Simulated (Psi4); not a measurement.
# InHClF (SMILES [F][InH][Cl]) at wB97X-D/def2-TZVPD (density fitting, core potential, sweep point 4)

Aim: the vertical ionisation energy of InHClF at wB97X-D/def2-TZVPD (density fitting, core potential, sweep point 4), from 2 runs. The job is set up through a Python script.

The results are computed with Psi4 1.11.

## Step 1: Starting point

InHClF: 4 atoms, total charge 0, spin state singlet. As SMILES, `[F][InH][Cl]`. The coordinates come from a PBE0-D4/def2-TZVP relaxation.

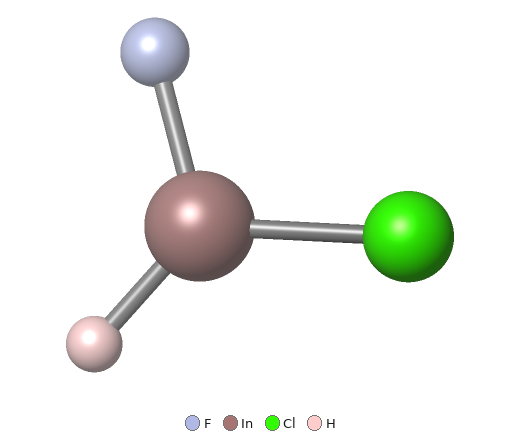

Viewed from a chosen angle; fluorine light blue, indium brown, chlorine green, hydrogen pink.

## Step 2: A single-point energy at wB97X-D/def2-TZVPD (density fitting, core potential, sweep point 4)

The input, calc.py:

```python
import psi4

psi4.set_memory(1600000000)
psi4.set_num_threads(1)
psi4.set_output_file('clfhin.out', False)

geom = psi4.geometry("""
0 1
F     -1.569200    -0.190500     0.987800
In    -0.021100     0.130300    -0.135600
Cl     1.671100    -1.313100     0.468200
H     -0.025300     1.312800    -1.340700
symmetry c1
""")

psi4.set_options({
    'basis': 'def2-TZVPD',
    'puream': True,
    'scf_type': 'df',
    'dft_radial_points': 99,
    'dft_spherical_points': 590,
})

e_tot = psi4.energy("WB97X-D", molecule=geom)
print(f'total energy {e_tot:.8f} hartree = {e_tot * 27.211386:.5f} eV')
for k, v in sorted(psi4.core.scalar_variables().items()):
    print(f'{k:45s} {v:18.10f}')
```

Run with:

```sh
$ python calc.py
```

clfhin.out, cut to the lines that bear on the results:

```text
[...]
    !!!  WARNING: ECP capability is in beta. Please check occupations closely.  !!!
[...]
  Running in c1 symmetry.
[...]
  Nuclear repulsion =  167.456036724742745
[...]
  Multiplicity = 1
[...]
  Nalpha       = 24
  Nbeta        = 24
[...]
    Number of basis functions: 151
[...]
   @DF-RKS iter   1:  -750.76631106785703   -1.23943e+00   4.85681e-03 ADIIS/DIIS
[...]
   @DF-RKS iter   8:  -750.94408097223720   -1.09245e-07   9.39909e-07 DIIS
[...]
    Orbital Energies [Eh]
    ---------------------
    Doubly Occupied:
       1A   -101.687479     2A    -24.751228     3A     -9.573169
       4A     -7.316958     5A     -7.312587     6A     -7.311861
       7A     -4.830441     8A     -3.235957     9A     -3.224697
      10A     -3.222640    11A     -1.216589    12A     -0.939059
      13A     -0.906424    14A     -0.905442    15A     -0.903385
      16A     -0.897689    17A     -0.867468    18A     -0.554954
      19A     -0.475027    20A     -0.466300    21A     -0.465798
      22A     -0.428007    23A     -0.414036    24A     -0.404686
[...]
  @DF-RKS Final Energy:  -750.94408097223720
   => Energetics <=
    Nuclear Repulsion Energy =            167.4560367247427450
    One-Electron Energy =               -1445.1102547603404673
    Two-Electron Energy =                 566.5932796283773314
    DFT Exchange-Correlation Energy =     -39.8825511367463150
    Empirical Dispersion Energy =          -0.0005914282704622
    VV10 Nonlocal Energy =                  0.0000000000000000
    Total Energy =                       -750.9440809722372023
[...]
 Multipole Moments:
 ------------------------------------------------------------------------------------
     Multipole            Electronic (a.u.)      Nuclear  (a.u.)        Total (a.u.)
 ------------------------------------------------------------------------------------
 L = 1.  Multiply by 2.5417464519 to convert [e a0] to [Debye]
 Dipole X            :        -11.9030873           12.1355868            0.2324995
 Dipole Y            :         20.7885672          -20.0226066            0.7659606
 Dipole Z            :        -15.1064490           14.2048263           -0.9016227
 Magnitude           :                                                    1.2056845
[...]
```

Standard output:

```text
total energy -750.94408097 hartree = -20434.22925 eV
CURRENT ENERGY                                   -750.9440809722
CURRENT REFERENCE ENERGY                         -750.9440809722
DD SOLVATION ENERGY                                 0.0000000000
DFT FUNCTIONAL TOTAL ENERGY                      -750.9434895440
DFT TOTAL ENERGY                                 -750.9440809722
DFT VV10 ENERGY                                     0.0000000000
DFT XC ENERGY                                     -39.8825511367
DISPERSION CORRECTION ENERGY                       -0.0005914283
GRID ELECTRONS ALPHA                               24.0000017293
GRID ELECTRONS BETA                                24.0000017293
GRID ELECTRONS TOTAL                               48.0000034586
NUCLEAR REPULSION ENERGY                          167.4560367247
ONE-ELECTRON ENERGY                             -1445.1102547603
PCM POLARIZATION ENERGY                             0.0000000000
PE ENERGY                                           0.0000000000
SCF ITERATION ENERGY                             -750.9440809722
SCF ITERATIONS                                      8.0000000000
SCF TOTAL ENERGY                                 -750.9440809722
TWO-ELECTRON ENERGY                               566.5932796284
WB97X-D DISPERSION CORRECTION ENERGY               -0.0005914283
XC GRID RADIAL POINTS                              99.0000000000
XC GRID SPHERICAL POINTS                          590.0000000000
XC GRID TOTAL POINTS                           226479.0000000000
```

It took 12 s on 1 thread of Intel Xeon Platinum 8375C at 2.90GHz (Ice Lake), shared host; peak memory 1.2 GiB.

## Step 3: The doublet cation at the same level

The input, clfhin.py:

```python
import psi4

psi4.set_memory(1600000000)
psi4.set_num_threads(1)
psi4.set_output_file('clfhin.out', False)

geom = psi4.geometry("""
1 2
F     -1.569200    -0.190500     0.987800
In    -0.021100     0.130300    -0.135600
Cl     1.671100    -1.313100     0.468200
H     -0.025300     1.312800    -1.340700
symmetry c1
""")

psi4.set_options({
    'basis': 'def2-TZVPD',
    'reference': 'uks',
    'puream': True,
    'scf_type': 'df',
    'dft_radial_points': 99,
    'dft_spherical_points': 590,
    'maxiter': 150,
})

e_tot, wfn = psi4.energy('wb97x-d', molecule=geom, return_wfn=True)
print(f'wb97x-d energy: {e_tot:.10f} Eh')
```

Run with:

```sh
$ python clfhin.py
```

clfhin.out, cut to the lines that bear on the results:

```text
[...]
    !!!  WARNING: ECP capability is in beta. Please check occupations closely.  !!!
[...]
  Running in c1 symmetry.
[...]
  Nuclear repulsion =  167.456036724742745
[...]
  Multiplicity = 2
[...]
  Nalpha       = 24
  Nbeta        = 23
[...]
    Number of basis functions: 151
[...]
   @DF-UKS iter   1:  -750.35115639102469   -8.24276e-01   4.52561e-03 ADIIS/DIIS
[...]
   @DF-UKS iter  15:  -750.51623731572261   -9.17638e-07   9.15300e-07 DIIS
[...]
   @S^2 Observed:                7.570765311E-01
[...]
    Orbital Energies [Eh]
    ---------------------
    Alpha Occupied:
       1A   -102.031529     2A    -24.960195     3A     -9.913242
       4A     -7.667441     5A     -7.651810     6A     -7.648027
       7A     -5.062007     8A     -3.464726     9A     -3.459005
      10A     -3.453518    11A     -1.420672    12A     -1.244682
      13A     -1.138505    14A     -1.136213    15A     -1.130819
      16A     -1.130097    17A     -1.120100    18A     -0.798605
      19A     -0.756316    20A     -0.714255    21A     -0.712403
      22A     -0.672018    23A     -0.661738    24A     -0.650829
    Alpha Virtual:
      25A     -0.226392    26A     -0.204780    27A     -0.129931
[...]
  @DF-UKS Final Energy:  -750.51623731572261
   => Energetics <=
    Nuclear Repulsion Energy =            167.4560367247427450
    One-Electron Energy =               -1432.7141445436636786
    Two-Electron Energy =                 554.4407727646581634
    DFT Exchange-Correlation Energy =     -39.6983108331893462
    Empirical Dispersion Energy =          -0.0005914282704622
    VV10 Nonlocal Energy =                  0.0000000000000000
    Total Energy =                       -750.5162373157226057
[...]
 Multipole Moments:
 ------------------------------------------------------------------------------------
     Multipole            Electronic (a.u.)      Nuclear  (a.u.)        Total (a.u.)
 ------------------------------------------------------------------------------------
 L = 1.  Multiply by 2.5417464519 to convert [e a0] to [Debye]
 Dipole X            :        -10.5516431           12.1355868            1.5839437
 Dipole Y            :         19.9554520          -20.0226066           -0.0671546
 Dipole Z            :        -14.9508369           14.2048263           -0.7460106
 Magnitude           :                                                    1.7521185
[...]
```

Standard output:

```text
wb97x-d energy: -750.5162373157 Eh
```

Wall time 26 s (1 thread of Intel Xeon Platinum 8375C at 2.90GHz (Ice Lake), shared host); peak memory 1.2 GiB.

## Step 4: Outcome

Level: wB97X-D/def2-TZVPD (density fitting, core potential, sweep point 4).

| quantity | value |
| --- | --- |
| singlet InHClF: total energy | -750.94408 Eh |
| singlet InHClF: dipole moment | 3.06 D |
| singlet InHClF: HOMO energy | -11.01 eV |
| singlet InHClF: LUMO energy | -0.31 eV |
| singlet InHClF: HOMO–LUMO gap | 10.70 eV |
| singlet InHClF: dispersion energy | -1.55 kJ/mol |
| doublet cation: total energy | -750.51624 Eh |
| doublet cation: HOMO energy (highest over α and β) | -17.37 eV |
| doublet cation: LUMO energy (lowest over α and β) | -12.26 eV |
| doublet cation: dispersion energy | -1.55 kJ/mol |
| doublet cation: ⟨S²⟩ | 0.757 |
| vertical ionisation energy (to the doublet cation) | 11.642 eV |

What this shows: The vertical ionisation energy comes to 11.64 eV (1123 kJ/mol). −ε(HOMO) before ionisation, 11.01 eV, is 0.63 eV below this ionisation energy.
